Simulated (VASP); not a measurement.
Band structure of Te (trig). All values below come from AM05 GGA, VASP's PBE PAW potentials (set 64) (plane waves; VASP).

Unless said otherwise, spin-orbit coupling is left out, though it shifts the bands of the heavy elements here.

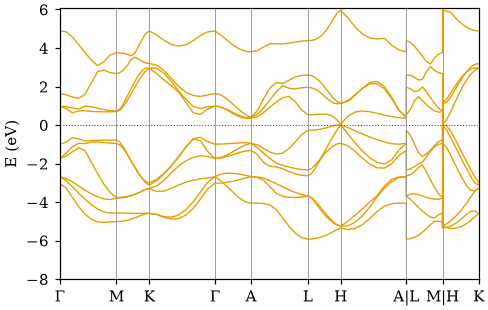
Figure. Bands along high-symmetry lines, zero at the valence-band maximum or, without a gap, the Fermi level

**Question.** Read the plot: is there a gap, and where are the band edges?

**Answer.** The gap is direct, 0.06 eV, from the valence maximum at H to the conduction minimum at H. (Edges off the drawn lines would not show.)

The compound is Te in the trig structure. It was relaxed first.
